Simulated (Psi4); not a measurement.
# CHClGaNO (SMILES O=C=[N][GaH][Cl]) at BHLYP/6-31G(d) (spherical functions)

What is the vertical ionisation energy of CHClGaNO at BHLYP/6-31G* (spherical functions)? 

The calculation is run with Psi4 1.11.

2 further runs of the same task are left out: 2 set aside as unsound or not needed. Runs told in other sessions of the task aren't counted.

### 1 The structure to begin with

CHClGaNO has 6 atoms, charge 0, and is taken as a singlet. SMILES: `O=C=[N][GaH][Cl]`. Geometry: relaxed at PBE0-D4/def2-TZVP. This is one conformer, not always the lowest.

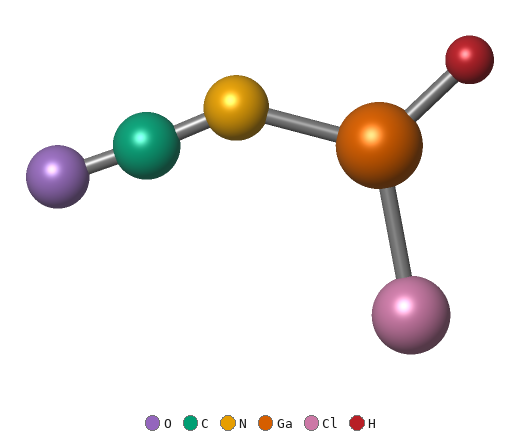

Viewed from a chosen angle; oxygen purple, carbon teal, nitrogen amber, gallium orange, chlorine pink, hydrogen red.

### 2 A single-point energy at BHLYP/6-31G(d) (spherical functions)

input.in reads:

```
memory 2200 MB

molecule {
  O     -1.32318623    -4.96355464    -1.31657219
  C     -1.30731253    -2.80813302    -0.88363594
  N     -1.43014473    -0.57579955    -0.46846311
  Ga     0.46959694     2.12480805     0.52099749
  Cl     4.34145680     1.31260377     1.28085637
  H     -0.67066380     4.78932189     0.77988997
  units au
  symmetry c1
  no_reorient
  no_com
}

set globals {
  puream               true
  e_convergence        1e-09
  d_convergence        1e-08
  scf_type             pk
  dft_radial_points    99
  dft_spherical_points 590
}

energy('bhhlyp/6-31G*')
print_variables()
```

Started as:

```sh
psi4 input.in input.out -n 1
```

input.out:

```text
[...]
  Running in c1 symmetry.
[...]
  Nuclear repulsion =  378.168383066356114
[...]
  Multiplicity = 1
[...]
  Nalpha       = 35
  Nbeta        = 35
[...]
    Number of basis functions: 94
[...]
   @RKS iter   1: -2551.60430475296744   -2.16971e+00   3.04361e-02 DIIS/ADIIS
[...]
   @RKS iter  14: -2553.40131915511165    4.54747e-13   3.30045e-09 DIIS
[...]
    Orbital Energies [Eh]
    ---------------------
    Doubly Occupied:
       1A   -375.025090     2A   -102.789107     3A    -46.876241
       4A    -41.471936     5A    -41.468431     6A    -41.467671
       7A    -19.751574     8A    -14.834757     9A    -10.754490
      10A     -9.881432    11A     -7.530972    12A     -7.527157
      13A     -7.526420    14A     -5.934715    15A     -4.149093
      16A     -4.142886    17A     -4.140549    18A     -1.257372
      19A     -1.079374    20A     -1.055437    21A     -1.049161
      22A     -1.046278    23A     -1.046223    24A     -1.032111
      25A     -0.922107    26A     -0.643874    27A     -0.592205
      28A     -0.542867    29A     -0.541746    30A     -0.492195
      31A     -0.434614    32A     -0.401589    33A     -0.389467
      34A     -0.369033    35A     -0.366787
[...]
  @RKS Final Energy: -2553.40131915511165
   => Energetics <=
    Nuclear Repulsion Energy =            378.1683830663561139
    One-Electron Energy =               -4300.6890686163260398
    Two-Electron Energy =                1432.9617179605172623
    DFT Exchange-Correlation Energy =     -63.8423515656591931
    Empirical Dispersion Energy =           0.0000000000000000
    VV10 Nonlocal Energy =                  0.0000000000000000
    Total Energy =                      -2553.4013191551116506
[...]
 Multipole Moments:
 ------------------------------------------------------------------------------------
     Multipole            Electronic (a.u.)      Nuclear  (a.u.)        Total (a.u.)
 ------------------------------------------------------------------------------------
 L = 1.  Multiply by 2.5417464519 to convert [e a0] to [Debye]
 Dipole X            :        -59.5572907           59.2512288           -0.3060619
 Dipole Y            :        -31.4189238           32.3848034            0.9658796
 Dipole Z            :        -19.4723672           19.5917355            0.1193683
 Magnitude           :                                                    1.0202187
[...]
```

Run time: 14 s. Hardware: 1 thread of Intel Xeon Platinum 8488C (Sapphire Rapids), shared host; peak memory 1 GiB.

### 3 The doublet cation, same level

chclgano.xyz reads:

```xyz
6
CHClGaNO
O     -0.700200    -2.626600    -0.696700
C     -0.691800    -1.486000    -0.467600
N     -0.756800    -0.304700    -0.247900
Ga     0.248500     1.124400     0.275700
Cl     2.297400     0.694600     0.677800
H     -0.354900     2.534400     0.412700
```

chclgano.py reads:

```python
import psi4

psi4.set_memory('2200 MB')
psi4.set_num_threads(1)
psi4.set_output_file('run.log', False)

with open('chclgano.xyz') as f:
    atoms = ''.join(f.readlines()[2:])
mol = psi4.geometry('1 2\n' + atoms + 'symmetry c1\nno_reorient\nno_com')

psi4.set_options({
    'basis': '6-31G*',
    'reference': 'uks',
    'puream': True,
    'e_convergence': 1e-09,
    'd_convergence': 1e-08,
    'scf_type': 'pk',
    'dft_radial_points': 99,
    'dft_spherical_points': 590,
    'maxiter': 100,
})

e, wfn = psi4.energy("bhhlyp", return_wfn=True)
psi4.oeprop(wfn, "LOWDIN_CHARGES", "WIBERG_LOWDIN_INDICES", "QUADRUPOLE", title="BHHLYP")
print('E =', round(e, 9))
```

Started as:

```sh
python chclgano.py
```

run.log:

```text
[...]
  Running in c1 symmetry.
[...]
  Nuclear repulsion =  378.168382856798132
[...]
  Multiplicity = 2
[...]
  Nalpha       = 35
  Nbeta        = 34
[...]
    Number of basis functions: 94
[...]
   @UKS iter   1: -2551.09130963413963   -1.65672e+00   3.06941e-02 ADIIS/DIIS
[...]
   @UKS iter  23: -2552.99777726418415   -1.40972e-11   7.49223e-09 DIIS
[...]
   @S^2 Observed:                7.952142319E-01
[...]
    Orbital Energies [Eh]
    ---------------------
    Alpha Occupied:
       1A   -375.232701     2A   -102.990081     3A    -47.084026
       4A    -41.679182     5A    -41.676447     6A    -41.675571
       7A    -20.080175     8A    -15.167178     9A    -11.035998
      10A    -10.080665    11A     -7.732586    12A     -7.725784
      13A     -7.725137    14A     -6.142150    15A     -4.354995
      16A     -4.351510    17A     -4.347583    18A     -1.565991
      19A     -1.389267    20A     -1.261261    21A     -1.258052
      22A     -1.256399    23A     -1.253046    24A     -1.252108
      25A     -1.118365    26A     -0.926578    27A     -0.881749
      28A     -0.853395    29A     -0.830856    30A     -0.731426
      31A     -0.681471    32A     -0.675981    33A     -0.613076
      34A     -0.582815    35A     -0.576047
[...]
  @UKS Final Energy: -2552.99777726418415
   => Energetics <=
    Nuclear Repulsion Energy =            378.1683828567981323
    One-Electron Energy =               -4284.5347052677261672
    Two-Electron Energy =                1417.0114681825723437
    DFT Exchange-Correlation Energy =     -63.6429230358280691
    Empirical Dispersion Energy =           0.0000000000000000
    VV10 Nonlocal Energy =                  0.0000000000000000
    Total Energy =                      -2552.9977772641841511
  UHF NO Occupations:
  HONO-2 :   33  A 1.9975179
  HONO-1 :   34  A 1.9813297
[...]
 Multipole Moments:
 ------------------------------------------------------------------------------------
     Multipole            Electronic (a.u.)      Nuclear  (a.u.)        Total (a.u.)
 ------------------------------------------------------------------------------------
 L = 1.  Multiply by 2.5417464519 to convert [e a0] to [Debye]
 Dipole X            :        -59.7608413           59.2512288           -0.5096125
 Dipole Y            :        -32.5118085           32.3848035           -0.1270050
 Dipole Z            :        -19.7519737           19.5917356           -0.1602381
 Magnitude           :                                                    0.5491006
 L = 2.  Multiply by 1.3450342976 to convert [e a0^2] to [Debye ang]
 Quadrupole XX       :       -394.8649086          366.2843199          -28.5805886
 Quadrupole XY       :       -202.5230666          204.9289320            2.4058654
[...]
```

On the terminal:

```text
E = -2552.997777264
```

Wall time 27 s (1 thread of Intel Xeon Platinum 8488C (Sapphire Rapids), shared host); peak memory 1 GiB.

### 4 Results

At BHLYP/6-31G* (spherical functions):

| quantity | value |
| --- | --- |
| singlet CHClGaNO: total energy | -2553.40132 Eh |
| singlet CHClGaNO: dipole moment | 2.59 D |
| singlet CHClGaNO: HOMO energy | -9.98 eV |
| singlet CHClGaNO: LUMO energy | -1.06 eV |
| singlet CHClGaNO: HOMO–LUMO gap | 8.92 eV |
| doublet cation: total energy | -2552.99778 Eh |
| doublet cation: HOMO energy (highest over α and β) | -15.37 eV |
| doublet cation: LUMO energy (lowest over α and β) | -12.02 eV |
| doublet cation: ⟨S²⟩ | 0.795 |
| vertical ionisation energy (to the doublet cation) | 10.981 eV |

**Reading.** Removing an electron at fixed nuclei costs 10.98 eV (1059 kJ/mol). The negative HOMO energy of the first species, 9.98 eV, lies 1.00 eV below that difference. With no_com the log's rotational constants are taken about the origin, not the centre of mass, so they aren't the molecule's.
